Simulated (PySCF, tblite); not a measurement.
# C₁₄H₁₀OS: excited states

What do calculations give for the excited states of C₁₄H₁₀OS (`O=Cc1cccc(C(=S)c2ccccc2)c1`)?

Computed with tblite 0.8.0 and PySCF 2.14.0 and routines of our own; the level stands in each step. Atoms count from 0.

### 1 The system as given

26 atoms, charge 0, multiplicity 1; geometry from: force field or distance geometry start.

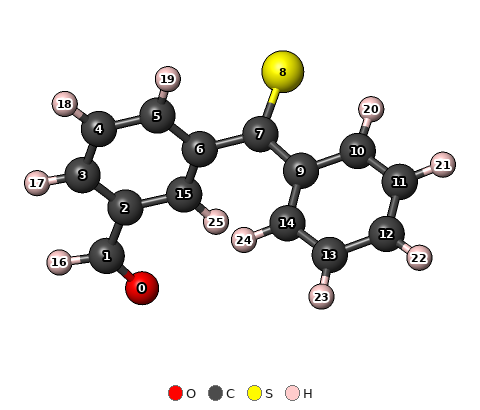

The starting geometry (oxygen red, carbon dark grey, sulfur yellow, hydrogen pink).

### 2 Geometry optimisation with GFN2-xTB

What the job is given:

```
{"job": {"kind": "relax", "xc": "GFN2-xTB", "basis": "xTB"}, "charge": 0, "multiplicity": 1}
O      3.014300    -1.737600    -2.547400
C      3.486400    -0.735100    -1.932300
C      2.815300    -0.125700    -0.785400
C      3.432300     0.968200    -0.193000
C      2.819100     1.570500     0.896100
C      1.582300     1.134600     1.383900
C      0.972100     0.046300     0.760900
C     -0.307300    -0.405100     1.290200
S     -0.280800    -1.081700     2.792900
C     -1.569700    -0.304100     0.572200
C     -2.708300    -0.790000     1.198000
C     -3.953300    -0.743200     0.615700
C     -4.110400    -0.201400    -0.621500
C     -2.970400     0.284600    -1.276100
C     -1.718800     0.244700    -0.677700
C      1.579200    -0.578400    -0.305600
H      4.460300    -0.312000    -2.229300
H      4.382200     1.343900    -0.516600
H      3.322100     2.416700     1.352500
H      1.146000     1.643300     2.235200
H     -2.660600    -1.224600     2.199700
H     -4.806500    -1.125300     1.141800
H     -5.082600    -0.162200    -1.070000
H     -3.141400     0.696700    -2.259200
H     -0.853900     0.624600    -1.192400
H      1.131600    -1.425000    -0.819500
```

Run with:

```bash
OMP_NUM_THREADS=1 python excited_run.py task.json out
```

One launch serves the whole session: the jobs run in the order shown.

Standard output:

```text
step      E/eV     max force
  0   -1151.44643    4.173
  1   -1151.56223    4.559
  2   -1151.68443    0.872
  3   -1151.70570    0.373
  4   -1151.73224    0.528
  5   -1151.74542    0.407
  6   -1151.75360    0.208
  7   -1151.75920    0.187
  8   -1151.76475    0.271
  9   -1151.76912    0.197
 10   -1151.77277    0.138
 11   -1151.77557    0.128
 12   -1151.77806    0.150
 13   -1151.78064    0.129
 14   -1151.78354    0.148
 15   -1151.78656    0.148
 16   -1151.78931    0.137
 17   -1151.79146    0.090
 18   -1151.79301    0.096
 19   -1151.79418    0.087
 20   -1151.79525    0.074
 21   -1151.79629    0.075
 22   -1151.79727    0.060
 23   -1151.79806    0.065
 24   -1151.79870    0.061
 25   -1151.79930    0.051
 26   -1151.79991    0.053
 27   -1151.80055    0.059
 28   -1151.80122    0.062
 29   -1151.80197    0.061
 30   -1151.80280    0.062
 31   -1151.80368    0.086
 32   -1151.80462    0.094
 33   -1151.80571    0.086
 34   -1151.80708    0.088
 35   -1151.80854    0.085
 36   -1151.80972    0.076
 37   -1151.81059    0.070
 38   -1151.81151    0.071
 39   -1151.81286    0.085
 40   -1151.81461    0.095
 41   -1151.81630    0.091
 42   -1151.81767    0.085
 43   -1151.81897    0.076
 44   -1151.82045    0.072
 45   -1151.82196    0.079
 46   -1151.82321    0.069
 47   -1151.82430    0.069
 48   -1151.82552    0.085
 49   -1151.82690    0.099
 50   -1151.82802    0.062
 51   -1151.82869    0.051
 52   -1151.82918    0.059
 53   -1151.82976    0.067
 54   -1151.83052    0.084
 55   -1151.83133    0.060
 56   -1151.83210    0.063
 57   -1151.83291    0.081
 58   -1151.83397    0.093
 59   -1151.83521    0.087
 60   -1151.83663    0.128
 61   -1151.83832    0.138
 62   -1151.84037    0.113
 63   -1151.84237    0.109
 64   -1151.84396    0.097
 65   -1151.84502    0.088
 66   -1151.84593    0.070
 67   -1151.84685    0.067
 68   -1151.84794    0.063
 69   -1151.84878    0.066
 70   -1151.84973    0.082
 71   -1151.85073    0.098
 72   -1151.85176    0.075
 73   -1151.85272    0.071
 74   -1151.85371    0.077
 75   -1151.85485    0.101
 76   -1151.85616    0.109
 77   -1151.85738    0.075
 78   -1151.85841    0.065
 79   -1151.85923    0.065
 80   -1151.86005    0.055
 81   -1151.86073    0.050
 82   -1151.86161    0.054
 83   -1151.86237    0.069
 84   -1151.86312    0.067
 85   -1151.86385    0.051
 86   -1151.86461    0.051
 87   -1151.86535    0.068
 88   -1151.86609    0.077
 89   -1151.86687    0.064
 90   -1151.86772    0.053
 91   -1151.86846    0.045
 92   -1151.86901    0.045
 93   -1151.86951    0.043
 94   -1151.87012    0.042
 95   -1151.87091    0.060
 96   -1151.87176    0.060
 97   -1151.87250    0.060
 98   -1151.87312    0.064
 99   -1151.87370    0.058
100   -1151.87420    0.052
101   -1151.87475    0.053
102   -1151.87545    0.061
103   -1151.87628    0.067
104   -1151.87712    0.061
105   -1151.87784    0.051
106   -1151.87846    0.053
107   -1151.87906    0.052
108   -1151.87966    0.081
109   -1151.88025    0.055
110   -1151.88081    0.054
111   -1151.88144    0.047
112   -1151.88200    0.045
113   -1151.88263    0.053
114   -1151.88324    0.051
115   -1151.88378    0.046
116   -1151.88416    0.047
117   -1151.88443    0.043
118   -1151.88462    0.037
119   -1151.88476    0.027
120   -1151.88489    0.016
121   -1151.88496    0.015
122   -1151.88500    0.014
123   -1151.88505    0.013
124   -1151.88509    0.011
125   -1151.88512    0.011
126   -1151.88515    0.010
127   -1151.88518    0.017
128   -1151.88523    0.020
129   -1151.88529    0.020
130   -1151.88536    0.018
131   -1151.88542    0.017
132   -1151.88547    0.018
133   -1151.88552    0.018
134   -1151.88556    0.015
135   -1151.88559    0.012
136   -1151.88560    0.009
```

Wall time 4.2 s (1 thread of AMD EPYC 7R43, shared host).

Step by step: (not every step is listed)

| step | energy from step 0 (eV) | largest force (eV/Å) |
| --- | --- | --- |
| 0 | 0.0000 | 4.1725 |
| 1 | -0.1158 | 4.5594 |
| 2 | -0.2380 | 0.8724 |
| 3 | -0.2593 | 0.3726 |
| 4 | -0.2858 | 0.5281 |
| 5 | -0.2990 | 0.4075 |
| 6 | -0.3072 | 0.2075 |
| 7 | -0.3128 | 0.1867 |
| 8 | -0.3183 | 0.2714 |
| 20 | -0.3488 | 0.0745 |
| 32 | -0.3582 | 0.0940 |
| 44 | -0.3740 | 0.0724 |
| 56 | -0.3857 | 0.0630 |
| 68 | -0.4015 | 0.0628 |
| 80 | -0.4136 | 0.0546 |
| 92 | -0.4226 | 0.0454 |
| 104 | -0.4307 | 0.0611 |
| 116 | -0.4377 | 0.0469 |
| 128 | -0.4388 | 0.0200 |
| 131 | -0.4390 | 0.0167 |
| 132 | -0.4390 | 0.0184 |
| 133 | -0.4391 | 0.0179 |
| 134 | -0.4391 | 0.0153 |
| 135 | -0.4392 | 0.0122 |
| 136 | -0.4392 | 0.0087 |

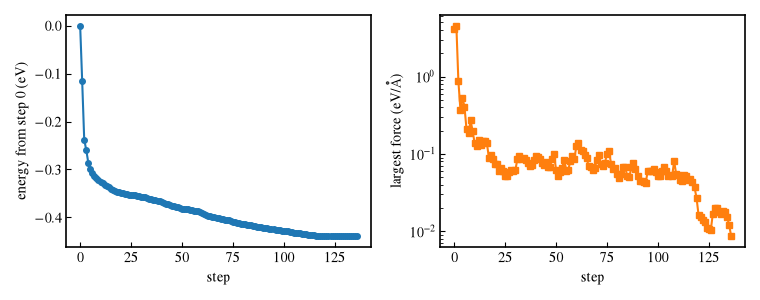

Energy and force, step by step.

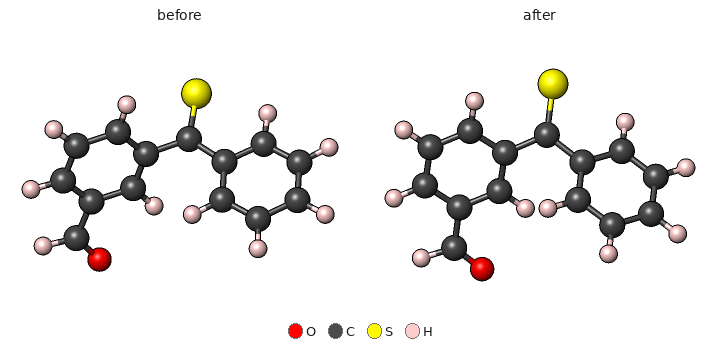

The geometry before (left) and after (right).

Close pairs (by a distance rule), those that changed most:

```
   bond  before (Å)  after (Å)  change (Å)
  O0–C1       1.267      1.204      -0.064
C11–C12       1.360      1.387      +0.027
 C9–C14       1.373      1.399      +0.026
  C4–C5       1.399      1.382      -0.017
 C6–C15       1.377      1.393      +0.016
C12–C13       1.402      1.386      -0.015
C10–H20       1.093      1.080      -0.013
 C9–C10       1.387      1.397      +0.010
```

The final coordinates are the input of the step that follows.

### 3 Vibrational analysis with GFN2-xTB

What the job is given:

```
{"job": {"kind": "ir", "xc": "GFN2-xTB", "basis": "xTB"}, "charge": 0, "multiplicity": 1}
O      2.153884    -1.483973    -2.699514
C      2.877273    -0.750109    -2.077249
C      2.526558    -0.084221    -0.814989
C      3.437785     0.756454    -0.176227
C      3.092294     1.368079     1.015596
C      1.846474     1.149929     1.573474
C      0.913283     0.324026     0.940041
C     -0.388953     0.071415     1.552810
S     -0.526167     0.038354     3.190428
C     -1.547974    -0.155495     0.702285
C     -2.591784    -0.976674     1.136513
C     -3.702306    -1.176733     0.342534
C     -3.799840    -0.547936    -0.889432
C     -2.779943     0.284646    -1.322705
C     -1.659369     0.478647    -0.539600
C      1.268728    -0.294856    -0.256047
H      3.899863    -0.515367    -2.435274
H      4.411004     0.922167    -0.614899
H      3.796435     2.016649     1.514440
H      1.572758     1.624068     2.504567
H     -2.506769    -1.465178     2.096154
H     -4.495549    -1.824667     0.683968
H     -4.670350    -0.701967    -1.509257
H     -2.858779     0.786142    -2.275709
H     -0.878946     1.147808    -0.871342
H      0.589343    -0.968595    -0.757293
```

Standard output:

```text
mode    cm-1     km/mol
  1      28.9      5.23
  2      51.7      1.23
  3      62.0      0.58
  4      91.1      0.41
  5     104.2      6.51
  6     142.6      4.18
  7     193.6      2.29
  8     205.7      3.72
  9     222.4      1.23
 10     275.1      4.09
 11     300.6      1.49
 12     370.2      0.39
 13     382.9      0.64
 14     397.7      0.95
 15     425.9      1.33
 16     441.3      1.19
 17     507.9      0.87
 18     573.4     12.53
 19     586.2      1.75
 20     604.0      1.32
 21     625.7     20.74
 22     661.2      3.16
 23     667.6     13.03
 24     682.6      9.21
 25     757.7     13.76
 26     785.5     18.54
 27     839.8     11.84
 28     872.3      6.80
 29     895.0      2.92
 30     900.4      1.75
 31     910.1      0.30
 32     929.4      1.97
 33     930.0      0.36
 34     932.4      0.23
 35     934.0      1.10
 36     950.6     10.66
 37     988.8      7.64
 38    1007.8      4.55
 39    1082.0      0.09
 40    1092.4      9.60
 41    1125.1      4.20
 42    1129.3      2.84
 43    1166.5     96.96
 44    1180.0      0.35
 45    1189.1     27.93
 46    1195.9     11.98
 47    1245.1     13.38
 48    1249.3      1.49
 49    1278.5      3.42
 50    1299.9     88.56
 51    1323.2      0.56
 52    1327.4      5.41
 53    1375.1     35.92
 54    1421.9      3.82
 55    1429.0      1.89
 56    1451.5     17.35
 57    1459.5     17.41
 58    1566.4     44.59
 59    1569.4     11.44
 60    1572.5     18.57
 61    1588.5     16.45
 62    1747.4    335.72
 63    2755.6    158.24
 64    3079.1      6.09
 65    3080.1      7.37
 66    3082.2      0.24
 67    3087.0     21.46
 68    3087.4     12.15
 69    3092.5     26.92
 70    3093.3     33.24
 71    3097.9     32.09
 72    3099.5     35.54
```

Run time: 4.3 s. Hardware: 1 thread of AMD EPYC 7R43, shared host.

Which atoms move in the most intense modes:

```csv
cm⁻¹,km/mol,atoms
1166,97.0,"H25 27 %, H17 16 %, C2 16 %, C7 15 %"
1300,88.6,"C7 33 %, C9 16 %, C6 16 %"
1375,35.9,"H16 58 %, C6 13 %"
1566,44.6,"C3 30 %, C6 17 %, C4 14 %, C15 14 %"
1747,335.7,"C1 59 %, O0 39 %"
2756,158.2,H16 94 %
3093,33.2,"H25 32 %, H23 20 %, H21 17 %, H20 12 %"
3100,35.5,"H22 37 %, H21 27 %, H23 19 %"
```

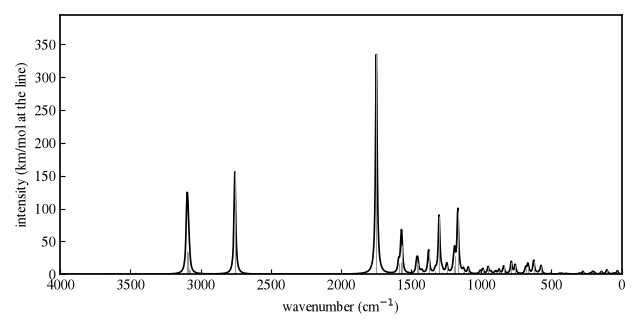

The infrared spectrum from these modes, unscaled. Lines are broadened to a width of 14 cm⁻¹ (Lorentzian).

### 4 Excited states: TDA CAM-B3LYP/def2-SVP

Settings changed since step 3:

```diff
@@ -1,2 +1,2 @@
-{"job": {"kind": "ir", "xc": "GFN2-xTB", "basis": "xTB"}, "charge": 0, "multiplicity": 1}
+{"job": {"kind": "states", "xc": "CAM-B3LYP", "basis": "def2-SVP", "tda": true, "soc": true, "nstates": 6, "ntriplets": 5, "nquad": 4}, "charge": 0, "multiplicity": 1}
 O      2.153884    -1.483973    -2.699514
```

With the program's defaults for keys left out, this is: TDA CAM-B3LYP/def2-SVP excited states, vertical, gas phase, spin-orbit mean-field couplings.

Standard output:

```text
coarse grid: 24120 points
cycle   1  E = -1011.6380972980  dE =  3.654e+00  |g| = 8.962e-01  |ddm| = 7.031e+00
cycle   2  E = -1011.3453779431  dE =  2.927e-01  |g| = 1.552e+00  |ddm| = 3.613e+00
cycle   3  E = -1011.8358495785  dE = -4.905e-01  |g| = 8.491e-02  |ddm| = 2.441e+00
cycle   4  E = -1011.8373533043  dE = -1.504e-03  |g| = 6.047e-02  |ddm| = 2.098e-01
cycle   5  E = -1011.8381856272  dE = -8.323e-04  |g| = 1.957e-02  |ddm| = 9.879e-02
cycle   6  E = -1011.8382835772  dE = -9.795e-05  |g| = 7.126e-03  |ddm| = 4.028e-02
cycle   7  E = -1011.8382984531  dE = -1.488e-05  |g| = 3.245e-03  |ddm| = 1.492e-02
cycle   8  E = -1011.8383021234  dE = -3.670e-06  |g| = 1.059e-03  |ddm| = 7.588e-03
final grid: 233592 points
cycle   9  E = -1012.0078598089  dE = -6.021e-05  |g| = 4.548e-03  |ddm| = 7.023e-02
cycle  10  E = -1012.0078591910  dE =  6.178e-07  |g| = 5.286e-03  |ddm| = 1.495e-02
cycle  11  E = -1012.0078655570  dE = -6.366e-06  |g| = 9.984e-04  |ddm| = 7.331e-03
cycle  12  E = -1012.0078657549  dE = -1.980e-07  |g| = 3.095e-04  |ddm| = 1.377e-03
cycle  13  E = -1012.0078657832  dE = -2.829e-08  |g| = 1.251e-04  |ddm| = 6.777e-04
cycle  14  E = -1012.0078657901  dE = -6.876e-09  |g| = 3.802e-05  |ddm| = 2.659e-04
cycle  15  E = -1012.0078657920  dE = -1.888e-09  |g| = 2.273e-05  |ddm| = 1.529e-04
cycle  16  E = -1012.0078657929  dE = -9.195e-10  |g| = 1.041e-05  |ddm| = 1.302e-04
converged SCF energy = -1012.0078657929

Singlet excitations
state   eV       nm        f     d(h-e)  d(exc)  Lambda  PR(NTO)  |dmu|/D   mu/D   main configurations
  1   2.1679   571.9   0.00202   1.154   2.905   0.569   1.002    2.012    2.262   H->L 0.87
  2   3.9198   316.3   0.00011   0.989   2.547   0.448   1.007    2.601    3.149   H-4->L+1 0.81
  3   4.3926   282.3   0.15749   1.330   3.957   0.620   1.655    4.336    3.898   H-1->L 0.59, H->L+1 0.21
  4   4.5811   270.6   0.11034   1.319   3.894   0.476   1.621    4.174    4.040   H-2->L 0.60, H->L+1 0.14, H-5->L 0.09
  5   4.6550   266.3   0.08981   1.439   4.020   0.480   2.004                     H-2->L 0.25, H->L+1 0.24, H-5->L 0.17
  6   4.7185   262.8   0.13332   1.173   3.835   0.591   1.387                     H-3->L 0.65

Triplet excitations (Tamm-Dancoff)
state   eV     d(h-e)  d(exc)  Lambda  PR(NTO)   main configurations
  1   1.6567   1.059   2.891   0.557   1.010   H->L 0.92
  2   2.4246   0.337   3.001   0.742   1.075   H-1->L 0.83
  3   3.3394   0.910   2.430   0.448   1.007   H-4->L+1 0.79
  4   3.5061   0.206   3.055   0.607   2.258   H-3->L 0.41, H-5->L+1 0.14, H-3->L+1 0.11
  5   3.8802   0.210   3.112   0.593   2.453   H-2->L 0.22, H-5->L+1 0.18, H-3->L+1 0.16
S1 - T1 = 0.5112 eV

Spin-orbit couplings |<S|Hso|T>| (cm-1)
             T1       T2       T3       T4       T5
S0      150.282   37.821   51.578   15.334   14.250
S1       21.058  124.599    1.129   23.656   29.086
S2        1.525    1.327    0.460   10.390   11.947
S3       87.168   14.533    1.285   15.813   14.277
S4       31.590   14.571    1.714    5.390    7.876
S5       33.500    9.946    1.973    7.326    6.607
S6       51.415   22.311    1.720   12.490    8.544
T1 sublevels (cm-1): 0.000 0.025 3.757   radiative rates (1/s): 32.5 3.05 4e+03
```

It took 3.6 min on 1 thread of AMD EPYC 7R43, shared host; peak memory 1.5 GiB.

From this job:

```
  quantity    value
S1 less T1  0.51 eV
```

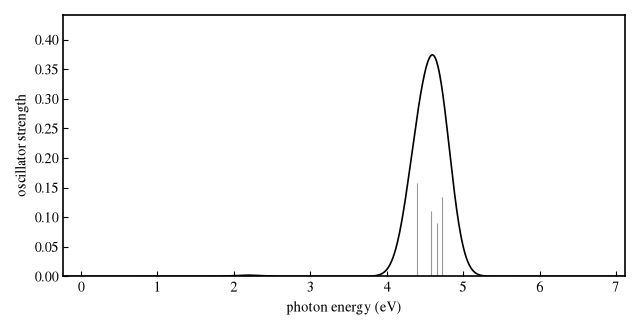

Absorption lines of the singlets. Lines are broadened to a width of 0.40 eV (Gaussian).

### 5 Results

| quantity | value |
| --- | --- |
| strongest single infrared mode (GFN2-xTB) | 1747 cm⁻¹, 336 km/mol |
| zero-point energy (GFN2-xTB) | 119.9 kcal/mol |
| S1 less T1 (step 4, TDA CAM-B3LYP/def2-SVP) | 0.51 eV |

In words: All 72 modes are real, so the xTB geometry is a minimum. The strongest single mode, at 1747 cm⁻¹, moves mainly C1 and O0. Unscaled tight-binding wavenumbers are off by several per cent, some by more. Its intensities can rank the bands wrongly. In step 4, the number of triplets below S1 is 1, and the largest singlet-triplet spin-orbit coupling is S0–T1, 150.28 cm⁻¹.
